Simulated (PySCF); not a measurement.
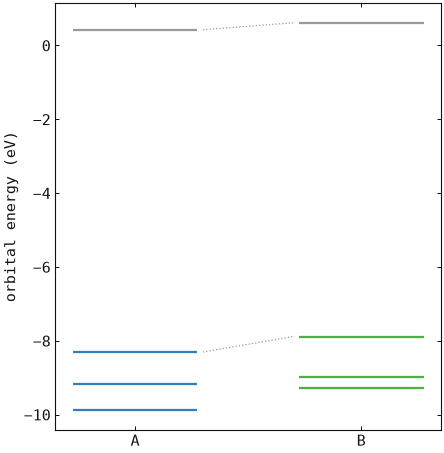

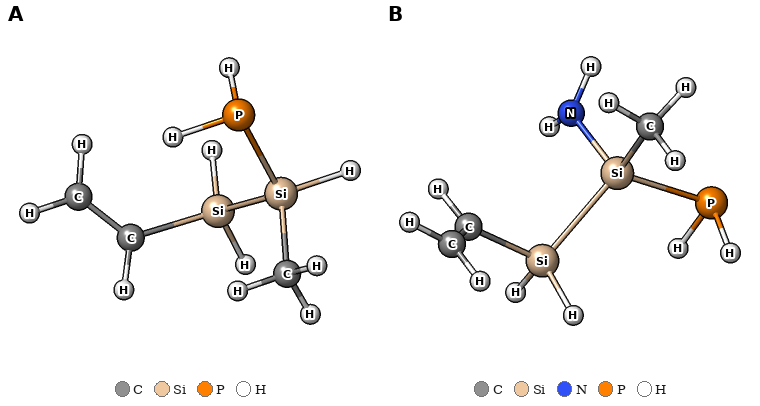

Related molecules: A is C₃H₁₁PSi₂, SMILES C=C[SiH2][Si@H](C)P; B is C₃H₁₂NPSi₂, SMILES C=C[SiH2][Si@](C)(N)P. Frontier orbital energies, CAM-B3LYP/def2-SVPD in PySCF 2.14.0, at a GFN2-xTB geometry (no frequency check); drawn are at most three filled levels and, in grey, the LUMO with any level within 0.03 eV of it; dotted lines join the HOMOs and the LUMOs.

What does the change do to the frontier levels?

Answer. From A to B the HOMO rises by 0.42 eV and the LUMO rises by 0.19 eV, so the separation goes from 8.73 to 8.50 eV.

Limits of at least one run: empty levels above zero depend strongly on the basis; one conformer of a flexible molecule; the tight-binding geometry is rougher than a DFT one and adds to the error.
